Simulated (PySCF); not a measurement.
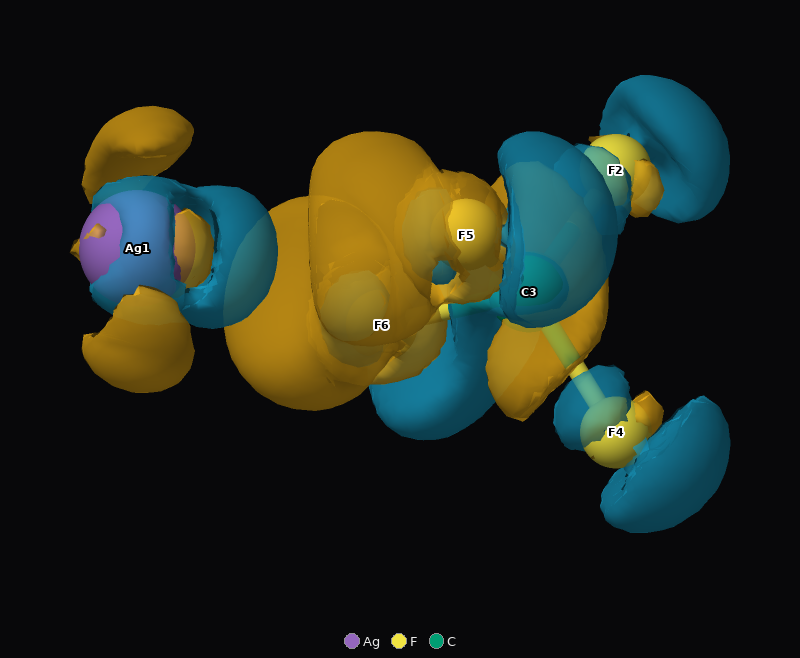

CAgF4, charge +1, SMILES `[Ag+].FC(F)(F)F`. Density of the complex less the densities of the two fragments at the same geometry, ±0.01 e/Å³ (yellow: gain, teal: loss). Fragment A: Ag(+1) (atom 1); fragment B: CF4.

PySCF calculation, CAM-B3LYP/def2-SVPD, gas phase; geometry: GFN2-xTB. Core potentials replace the inner electrons of Ag; spin–orbit coupling isn't included. GFN2-xTB bond lengths at metals and heavier atoms can be off by up to 0.1 Å and shapes distorted, which carries into these values.

> How is the density rearranged on binding?

Hirshfeld charges show 0.068 e passing from B to A. By Hirshfeld charges, electrons gather most on Ag1 (−0.068 e) and leave F2 and F4 alike most (+0.034 e); 0.22 e is displaced in all.

> What is the interaction energy, and which contacts carry it?

The counterpoise-corrected interaction energy of the frozen fragments is −11.7 kcal/mol without dispersion correction and −12.8 kcal/mol with D3(BJ). D3 uses neutral-atom coefficients and tends to overbind metal cations. The pair geometry is semi-empirical, not a minimum at this level. Contacts: Ag1···F5, 2.54 Å, ρ = 0.026 a.u.; Ag1···F6, 2.54 Å, ρ = 0.026 a.u. The pose is a local one from a semi-empirical search, not shown to be the most stable.
